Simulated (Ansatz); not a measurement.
**AlF···CH4: density, localisation and related maps**

```yaml
atoms:
  - { symbol: Al, position_ang: [-2.0031, 0.3652, -1.6951] }
  - { symbol: C, position_ang: [1.7693, -0.0881, 1.8304] }
  - { symbol: H, position_ang: [0.8998, -0.0618, 1.1590] }
  - { symbol: H, position_ang: [1.6160, -0.8509, 2.6077] }
  - { symbol: H, position_ang: [1.8991, 0.8943, 2.3078] }
  - { symbol: H, position_ang: [2.6743, -0.3337, 1.2556] }
  - { symbol: F, position_ang: [-0.9480, 0.0750, -0.4142] }
```

Level of theory: Ansatz 0.2.0, RKS B3LYP/def2-SVP.

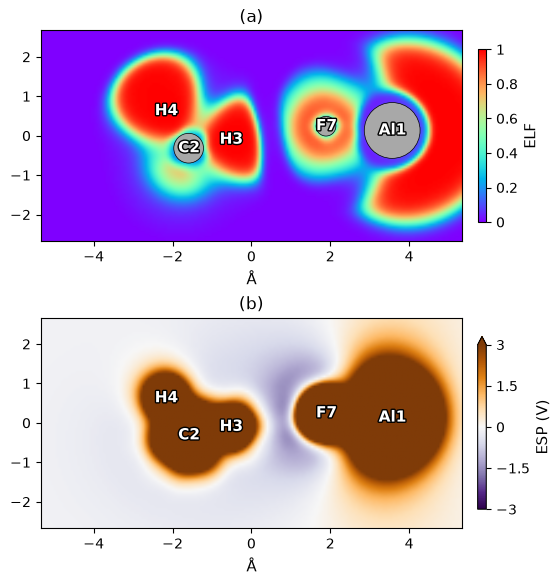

Figure 1. (a) electron localisation function; (b) electrostatic potential on the plane of atoms H3, C2 and H4. Grey discs cover the atomic cores in the ELF map.

Question: Read the bonding off the picture.

Answer: The section cuts through Al, C, H and F sites.
F7···H3 (2.43 Å): the ELF dips to about 0 between them; a non-bonded, intermolecular contact.
Al–F (1.68 Å): the ELF peaks at about 0.85 in the valence shell of F, 0.5 Å from its nucleus, and is about 0.25 at the midpoint.
C–H (1.10 Å): the ELF climbs to about 1 towards the hydrogen, as it does in any bond to H (an ordinary covalent bond to hydrogen).
The ELF also peaks beside Al1, away from the bonds: lone-pair regions.
Outside the dense part of the complex the potential is most negative (−1.5 V) near F7.

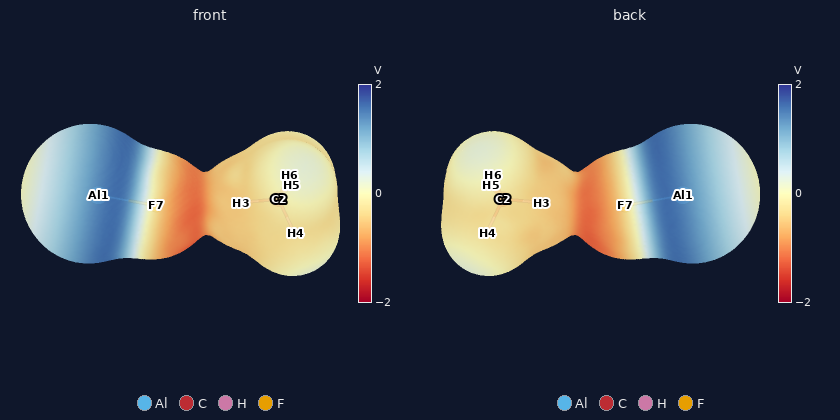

Figure 2. The molecular electrostatic potential painted on the density surface at 0.002 e/bohr³, seen from the front and from behind; red is negative and blue positive.

Question: Describe the electrostatic potential map.

Answer: The most negative region (about −1.2 V) lies over F7, the most positive (about +1.6 V) over Al1.

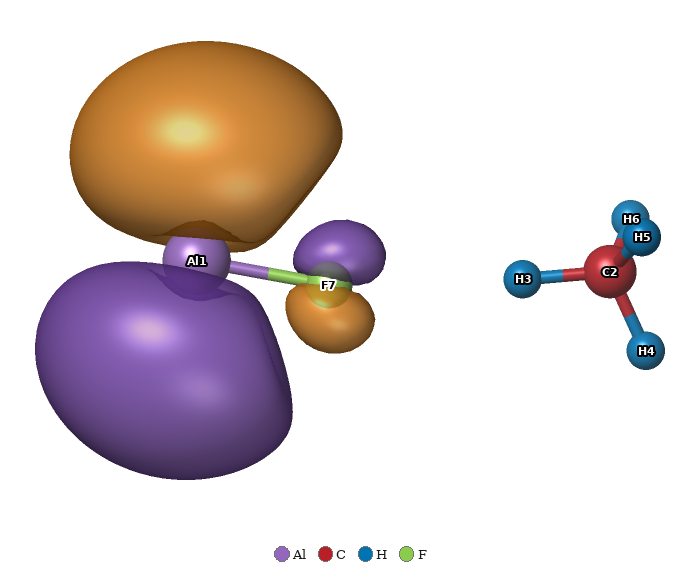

Figure 3. The LUMO at ±0.08 Å⁻³ᐟ² (orange and purple are the two phases), seen across its widest extent.

Question: Where does this orbital lie, and at what energy?

Answer: It lies mainly on Al1 (about 95 %) and F7 (about 5 %). Its energy is −1.45 eV.

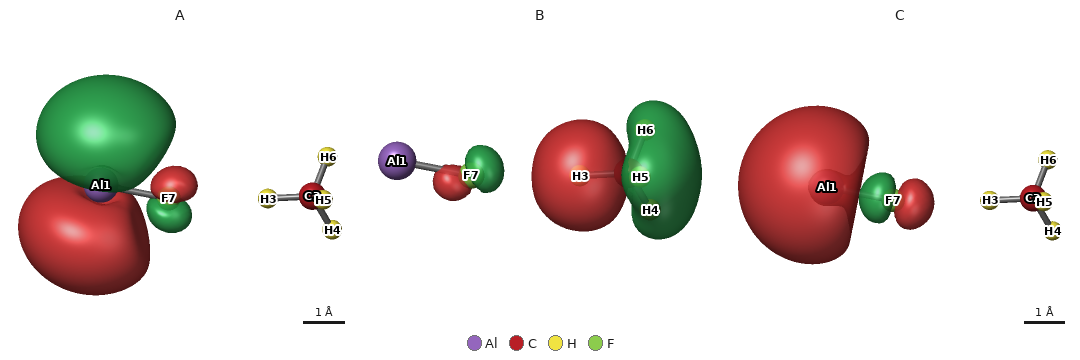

Figure 4. Three frontier orbitals at ±0.08 Å⁻³ᐟ² (green and red are the two phases), in no order.

Question: Which picture is the HOMO−1, the HOMO and the LUMO?

Answer: B is the HOMO−1 (−10.08 eV). It lies mainly on C2 (about 50 %) and H3 (about 30 %). C is the HOMO (−7.02 eV). Its weight (Hirshfeld) is mainly on Al1 (about 90 %) and F7 (about 10 %). A is the LUMO (−1.45 eV). By Hirshfeld shares it lies mainly on Al1 (about 95 %) and F7 (about 5 %).

Question: What is the HOMO–LUMO gap?

Answer: 5.57 eV between the orbital energies.
